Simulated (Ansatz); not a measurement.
# The cluster Al2S2: a spread of methods and bases

Aim: run the cluster Al2S2 under a spread of inputs, and see what each costs and gives.

Computed with Ansatz 0.2.0, Gaussian basis. Level: the settings change from run to run.

## Step 1: The geometry

The structure was relaxed beforehand with PBE0-D4 in a triple-zeta def2 set.

4 atoms, charge 0, spin multiplicity 1.

Atoms are counted from 1 here; the program's logs count them from 0.

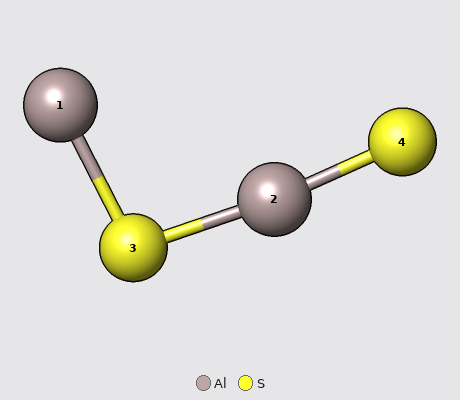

The geometry (aluminium light grey, sulfur yellow); atoms are numbered from 1 in the order of the file.

Geometry (Å):

```
Al    2.0677    1.0208   -0.8120
Al   -0.7454   -0.3849    0.2974
S     1.2674   -0.9849   -0.0569
S    -2.5897    0.3490    0.5716
```

## Step 2: revPBE/6-31G*

Set apart from the defaults: unrestricted orbitals, high accuracy, the search for lower states set to off.

in.yaml

```yaml
crystal:
  periodic: [false, false, false]
  atoms:
    - {symbol: Al, position_ang: [2.067654, 1.020778, -0.812032]}
    - {symbol: Al, position_ang: [-0.745405, -0.384895, 0.297367]}
    - {symbol: S, position_ang: [1.267432, -0.984853, -0.056943]}
    - {symbol: S, position_ang: [-2.589680, 0.348970, 0.571597]}
basis:
  gaussian: {orbitals: "6-31G*"}
magnetization: {spin_polarized: true, initial_magnetization: 0}
hamiltonian: {xc: {name: revPBE}}
accuracy: high
scf: {lower_state_search: off}
output: {forces: true}
```

Run with:

```bash
ansatz run in.yaml --threads 2 --pin off --events-out ev --progress --plain --max-ram 4352MiB
```

Output:

```text
Functional definition: revPBE
  name "revPBE"
  cite "Zhang & Yang, Phys. Rev. Lett. 80, 890 (1998) doi:10.1103/PhysRevLett.80.890"
  cite "Perdew, Burke & Ernzerhof, Phys. Rev. Lett. 77, 3865 (1996) doi:10.1103/PhysRevLett.77.3865"
  parameter kappa = 1.245
  parameter beta = 0.06672455060314922
  exchange = pbe_x(kappa = kappa, mu = beta*pi^2/3)
  correlation = pbe_c(beta = beta)
these checks for a lower state are left out or cut short: stability, starts, cluster_reference, orbital_swaps, neighbouring_geometries, increment
1405 factors; integrals over basis functions are off by at most 5.0e-9 eV
mean field evaluation 1: about -34854.0054 eV, gradient 2.4e1 eV
mean field evaluation 2: about -34770.9353 eV, gradient 8.2e1 eV
mean field evaluation 4: about -34857.8542 eV, gradient 9.7e0 eV
mean field evaluation 8: about -34858.5217 eV, gradient 1.8e-1 eV
mean field evaluation 16: about -34858.5143 eV, gradient 2.7e-5 eV
mean field -34858.51425675 eV, -1281.0267709861 hartree, gradient 6.8e-8 eV, S^2 0.000000; 0 other end points of the search recorded, 0 dependent functions left out
the calculation of the forces begins
reference -34858.51426045 eV, -1281.0267711219 hartree; 29, 29 occupied and 47, 47 virtual orbitals, 1405 factors
Total energy: -34858.51426045 eV, -1281.0267711219 hartree
Atom 0 at     2.067654     1.020778    -0.812032 Å, force     0.113794     0.270827    -0.103440 eV/Å
Atom 1 at    -0.745405    -0.384895     0.297367 Å, force     0.224333    -0.139703    -0.019552 eV/Å
Atom 2 at     1.267432    -0.984853    -0.056943 Å, force     0.419484    -0.428139     0.009122 eV/Å
Atom 3 at    -2.589680     0.348970     0.571597 Å, force    -0.757611     0.297015     0.113870 eV/Å
Dipole moment:     0.884617     0.018808    -0.233030 e Å
Checks for a lower state left out: stability, starts, cluster_reference, orbital_swaps, neighbouring_geometries, increment
```

Run time: 3.7 s. Hardware: 2 threads of Arm Neoverse V2, shared host.

Largest force 0.822 eV/Å, dipole 4.39 D, ⟨S²⟩ 0.000.

## Step 3: wB97/def2-mTZVPP

Changes to in.yaml since step 2:

```diff
@@ -8,7 +8,4 @@
 basis:
-  gaussian: {orbitals: "6-31G*"}
-magnetization: {spin_polarized: true, initial_magnetization: 0}
-hamiltonian: {xc: {name: revPBE}}
-accuracy: high
-scf: {lower_state_search: off}
+  gaussian: {orbitals: def2-mTZVPP}
+hamiltonian: {xc: {name: wB97}}
 output: {forces: true}
```

Same command.

Output, cut to the lines that bear on the results:

```text
Functional definition: wB97
  name "wB97"
  cite "Chai & Head-Gordon, J. Chem. Phys. 128, 084106 (2008) doi:10.1063/1.2834918"
  cite "Becke, J. Chem. Phys. 107, 8554 (1997) doi:10.1063/1.475007"
[...]
  # The coefficients of nought are those of the uniform gas.
[...]
      + integral(e_c_pw_opposite_spin*poly(b97_u_opposite, 1, cos1, cos2, cos3, cos4))
958 factors; their error is unknown
336 factors; integrals over basis functions are off by at most 1.5e-5 eV
[...]
mean field -34866.35556272 eV, -1281.3149336655 hartree, gradient 4.7e-5 eV, S^2 0.000000; 0 other end points of the search recorded, 0 dependent functions left out
[...]
reference -34866.35555334 eV, -1281.3149333205 hartree; 29, 29 occupied and 69, 69 virtual orbitals, 958 factors
Total energy: -34866.35555334 eV, -1281.3149333205 hartree
Atom 0 at     2.067654     1.020778    -0.812032 Å, force     0.073579    -0.029225    -0.010955 eV/Å
Atom 1 at    -0.745405    -0.384895     0.297367 Å, force    -0.191304     0.007695     0.047175 eV/Å
Atom 2 at     1.267432    -0.984853    -0.056943 Å, force    -0.216083     0.155544     0.013091 eV/Å
Atom 3 at    -2.589680     0.348970     0.571597 Å, force     0.333808    -0.134014    -0.049310 eV/Å
Dipole moment:     1.088399    -0.034658    -0.270891 e Å
```

Wall time 3.4 s (2 threads of Arm Neoverse V2, shared host).

Largest force 0.363 eV/Å, dipole 5.39 D.

## Step 4: LC-wPBE/aug-cc-pVDZ

Set apart from the defaults: charge +1, multiplicity 2, a grid of angular degree 23, the search for lower states set to off.

Changes to in.yaml since step 3:

```diff
@@ -8,4 +8,7 @@
 basis:
-  gaussian: {orbitals: def2-mTZVPP}
-hamiltonian: {xc: {name: wB97}}
+  gaussian: {orbitals: aug-cc-pVDZ, final_grid: {core_spheres: 8, valence_spheres: 7, degree: 23}}
+total_charge: 1
+magnetization: {spin_polarized: true, initial_magnetization: 1}
+hamiltonian: {xc: {name: LC-wPBE}}
+scf: {lower_state_search: off}
 output: {forces: true}
```

Launched as before.

Output, cut to the lines that bear on the results:

```text
Functional definition: LC-wPBE
  name "LC-wPBE"
  cite "Vydrov & Scuseria, J. Chem. Phys. 125, 234109 (2006) doi:10.1063/1.2409292"
  cite "Heyd & Scuseria, J. Chem. Phys. 120, 7274 (2004) doi:10.1063/1.1668634"
  cite "Ernzerhof & Perdew, J. Chem. Phys. 109, 3313 (1998) doi:10.1063/1.476928"
  cite "Perdew, Burke & Ernzerhof, Phys. Rev. Lett. 77, 3865 (1996) doi:10.1103/PhysRevLett.77.3865"
  parent pbe
[...]
1300 factors; their error is unknown
573 factors; integrals over basis functions are off by at most 2.3e-5 eV
[...]
mean field -34846.26018313 eV, -1280.5764420867 hartree, gradient 3.3e-6 eV, S^2 0.765219; 0 other end points of the search recorded, 0 dependent functions left out
[...]
reference -34846.26018315 eV, -1280.5764420872 hartree; 29, 28 occupied and 79, 80 virtual orbitals, 1300 factors
Total energy: -34846.26018315 eV, -1280.5764420872 hartree
Atom 0 at     2.067654     1.020778    -0.812032 Å, force    -0.502064    -1.158292     0.446363 eV/Å
Atom 1 at    -0.745405    -0.384895     0.297367 Å, force    -1.737429     0.358509     0.349446 eV/Å
Atom 2 at     1.267432    -0.984853    -0.056943 Å, force     1.765030     0.859938    -0.690049 eV/Å
Atom 3 at    -2.589680     0.348970     0.571597 Å, force     0.474463    -0.060154    -0.105760 eV/Å
Dipole moment:     2.401975     0.593562    -0.781222 e Å
Checks for a lower state left out: stability, starts, cluster_reference, orbital_swaps, neighbouring_geometries, increment
```

It took 2.4 s on 2 threads of Arm Neoverse V2, shared host.

Largest force 2.081 eV/Å, ⟨S²⟩ 0.765.

## Step 5: B2PLYP/STO-3G

Set apart from the defaults: the search for lower states set to light.

in.yaml

```yaml
crystal:
  periodic: [false, false, false]
  atoms:
    - {symbol: Al, position_ang: [2.067654, 1.020778, -0.812032]}
    - {symbol: Al, position_ang: [-0.745405, -0.384895, 0.297367]}
    - {symbol: S, position_ang: [1.267432, -0.984853, -0.056943]}
    - {symbol: S, position_ang: [-2.589680, 0.348970, 0.571597]}
basis:
  gaussian: {orbitals: STO-3G}
hamiltonian: {xc: {name: B2PLYP}}
scf: {lower_state_search: light}
output: {forces: true}
```

The command is unchanged.

Output, cut to the lines that bear on the results:

```text
Functional definition: B2PLYP
  name "B2PLYP"
  cite "Grimme, J. Chem. Phys. 124, 034108 (2006) doi:10.1063/1.2148954"
  cite "Becke, Phys. Rev. A 38, 3098 (1988) doi:10.1103/PhysRevA.38.3098"
  cite "Lee, Yang & Parr, Phys. Rev. B 37, 785 (1988) doi:10.1103/PhysRevB.37.785"
[...]
382 factors; integrals over basis functions are off by at most 4.5e-5 eV
[...]
mean field -34448.74711044 eV, -1265.9681061091 hartree, gradient 4.5e-6 eV, S^2 0.000000; 0 other end points of the search recorded, 0 dependent functions left out
20 core orbitals not correlated: weight in the atoms' cores, before any rotation towards them, 0.999 or more for the frozen orbitals, at most 0.000 for the correlated occupied ones
reference -34448.74723180 eV, -1265.9681105691 hartree; 9, 9 occupied and 7, 7 virtual orbitals, 382 factors
second order -4.45520064 eV of doubles, -0.00000000 eV of singles
[...]
Total energy: -34449.95013597 eV, -1266.0123164821 hartree
Atom 0 at     2.067654     1.020778    -0.812032 Å, force    -0.585349    -1.267909     0.497820 eV/Å
Atom 1 at    -0.745405    -0.384895     0.297367 Å, force    -0.914353     0.639498     0.060509 eV/Å
Atom 2 at     1.267432    -0.984853    -0.056943 Å, force    -0.672758     1.529844    -0.245418 eV/Å
Atom 3 at    -2.589680     0.348970     0.571597 Å, force     2.172460    -0.901433    -0.312912 eV/Å
Dipole moment:     0.902239     0.246910    -0.300002 e Å
```

Run time: 1.1 s. Hardware: 2 threads of Arm Neoverse V2, shared host.

Largest force 2.373 eV/Å, dipole 4.72 D.

## Step 6: All runs side by side

| level | charge | multiplicity | geometry | functions | energy (eV) | time |
| --- | --- | --- | --- | --- | --- | --- |
| revPBE/6-31G* | 0 | 1 | relaxed | 76 | -34858.514 | 3.7 s |
| wB97/def2-mTZVPP | 0 | 1 | relaxed | 98 | -34866.356 | 3.4 s |
| LC-wPBE/aug-cc-pVDZ | 1 | 2 | relaxed | 108 | -34846.260 | 2.4 s |
| B2PLYP/STO-3G | 0 | 1 | relaxed | 36 | -34449.950 | 1.1 s |

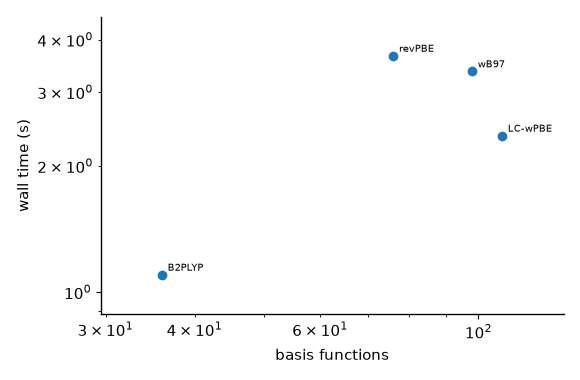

Wall time against the number of basis functions (shared host).

## Step 7: Summary of results

| quantity | value |
| --- | --- |
| runs | 4 |
| quickest | B2PLYP/STO-3G, 1.1 s |
| slowest | revPBE/6-31G*, 3.7 s |
| spread of total energies, same state and geometry | 416.4 eV |
| dipole, same state and geometry | 4.39 to 5.39 D |

What this shows: Run time spans a factor of 3, from B2PLYP/STO-3G to revPBE/6-31G*. The jobs differ in tasks and options as well as level. The totals spread over 416 eV; they can't be compared across methods or bases. At the PBE0-D4/def2-TZVP geometry and in the same state, runs without warnings or point charges leave forces up to 2.37 eV/Å (B2PLYP/STO-3G). At that geometry and state the dipole changes by 23 % between the lowest and highest value.
